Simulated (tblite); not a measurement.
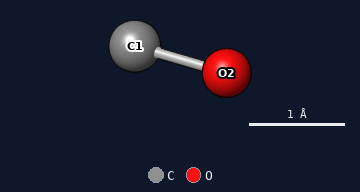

The structure (ball-and-stick view, seen at a tilt; atoms are numbered from 1 in the order of the input). Bond lengths as drawn: C–O 1.13 Å.

**Run report: CO, frequency calculation**

The run: frequency calculation of CO. Method and program: GFN2-xTB harmonic vibrations, gas phase (tblite 0.8.0).

The input:
```
{"job": {"kind": "ir", "xc": "GFN2-xTB", "basis": "xTB"}, "charge": 0, "multiplicity": 1}
C      0.566301    -0.006001    -0.005421
O     -0.560788     0.008538    -0.022876
```

The first line tells a small driver script what to run in tblite; the rest is the geometry in Å.

Machine: 1 CPU thread, shared host.

Command:
```bash
OMP_NUM_THREADS=1 python <driver script> task.json out
```

Output:
```
mode    cm-1     km/mol
  1    2223.2     26.97
ZPE 13.298  H(298)-E 21.974  G(298)-E -36.937 kJ/mol  S 197.59 J/(mol K)
```

Summary:

- outcome: converged
- total energy: −166.5840 eV
- zero-point energy: 3.1780 kcal/mol
- peak memory: 0.43 GiB
